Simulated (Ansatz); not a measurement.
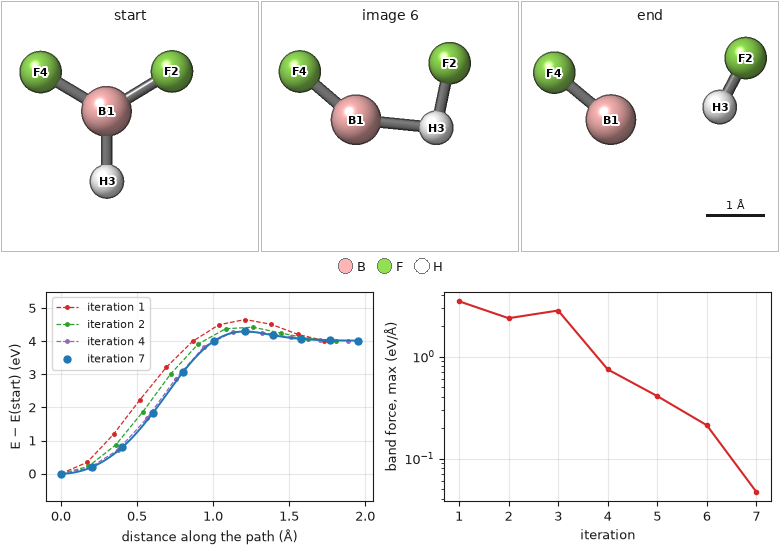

A search for the minimum-energy path of BHF2 by the nudged elastic band. Images are numbered from 0 (start) to 10 (end). The plot follows the band through its iterations. A ball-and-stick model, seen face on.

Theory: RKS PBE-D4/def2-SVP (Ansatz 0.2.0).

Input
```yaml
crystal:
  periodic: [false, false, false]
  atoms:
    - { symbol: B, position_ang: [0.313185, 0.0, 0.141018] }
    - { symbol: F, position_ang: [0.357226, 0.0, 1.464736] }
    - { symbol: H, position_ang: [1.330102, 0.0, -0.516825] }
    - { symbol: F, position_ang: [-0.876813, 0.0, -0.44023] }
basis:
  gaussian: { orbitals: def2-SVP }
hamiltonian:
  xc: pbe
  dispersion: d4
neb:
  order_check: false
  images: 9
  f_tol: 0.05
  max_iterations: 60
  initial_path: linear
  final_atoms:
    - { symbol: B, position_ang: [-0.05855514, -0.00056538, -0.73858036] }
    - { symbol: F, position_ang: [1.18366869, 0.0001807, 1.50076727] }
    - { symbol: H, position_ang: [1.32519577, 0.00020381, 0.55295073] }
    - { symbol: F, position_ang: [-1.32660932, 0.00018086, -0.66643864] }
```

Launched with:
```bash
ansatz run input.yaml --threads 1 --pin off --max-ram 2048MiB --backend cpu --events-out ev --progress --plain --runs-dir out
```

> How did the profile develop, and is the result final?

The run is converged, with reservations. The band converged in 7 iterations. The largest component of the band force went from 3.5 to 0.047 eV/Å. The climbing image converged on the top of the path. Its curvatures weren't checked. The straight starting path can push atoms close together and costs iterations. The first iteration put the highest image at 4.65 eV. Forward barrier 4.29 eV, backward barrier 0.28 eV, with image 6 at the top; the reaction energy is +4.02 eV.
